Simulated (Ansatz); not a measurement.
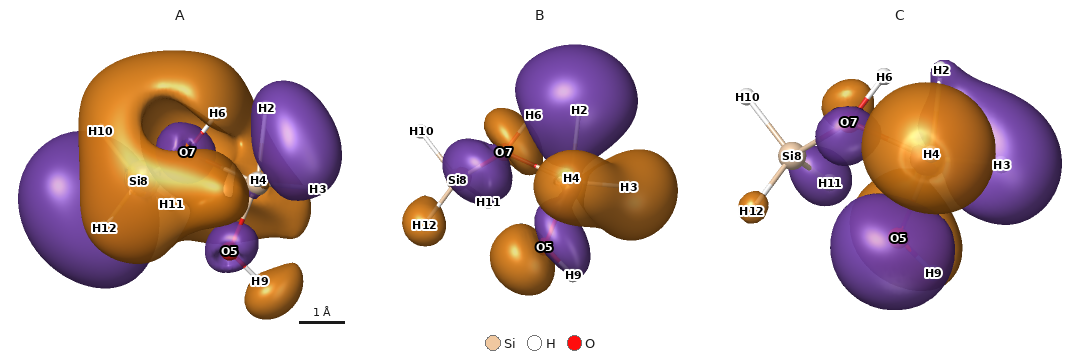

Figure 1: H₈O₂Si₂. Three frontier orbitals at ±0.06 Å⁻³ᐟ² (orange and purple are the two phases), in no order.

A transition-state structure; geometry: PBE0-D4/def2-TZVP.

Level of theory: RKS PBE0-D4/def2-TZVPP in Ansatz 0.2.0.

Input file:

```
crystal:
  periodic: [false, false, false]
  atoms:
    - {symbol: Si, position_ang: [-0.349389, -0.305313, 1.261381]}
    - {symbol: H, position_ang: [1.247188, -0.032248, 1.835903]}
    - {symbol: H, position_ang: [-0.181549, -1.708504, 1.742988]}
    - {symbol: H, position_ang: [-0.924546, 0.636248, 2.246122]}
    - {symbol: O, position_ang: [-1.536075, -0.557188, 0.084892]}
    - {symbol: H, position_ang: [1.316608, 0.470584, 0.776549]}
    - {symbol: O, position_ang: [0.570353, 0.640693, -0.015089]}
    - {symbol: Si, position_ang: [0.479661, 0.551254, -1.697484]}
    - {symbol: H, position_ang: [-2.075629, -1.335056, 0.227460]}
    - {symbol: H, position_ang: [1.674718, 1.280782, -2.186279]}
    - {symbol: H, position_ang: [0.538490, -0.859624, -2.137007]}
    - {symbol: H, position_ang: [-0.759929, 1.218372, -2.139338]}
basis:
  gaussian: {orbitals: def2-TZVPP}
hamiltonian: {xc: pbe0, dispersion: d4}
output: {orbitals: {seedname: orbitals}}
```

Command:

```sh
ansatz run in.yaml --threads 4 --pin off --events-out ev --progress --plain --max-ram 9574MiB
```

Q: Order the three orbitals by energy and name them.

A: C is the HOMO−1 (−8.41 eV). It lies mainly on O5 (about 45 %), Si1 (about 20 %), H4 (about 15 %) and H3 (about 10 %). B is the HOMO (−7.60 eV). Its weight (Hirshfeld) is mainly on H2 (about 30 %), Si1 (about 20 %), O7 (about 10 %), H3 (about 10 %), O5 (about 10 %) and H6 (about 10 %). A is the LUMO (−0.24 eV). By Hirshfeld shares it lies mainly on Si8 (about 45 %), Si1 (about 10 %), O7 (about 10 %) and H11 (about 5 %).

Q: What is the HOMO–LUMO gap?

A: 7.36 eV between the orbital energies.
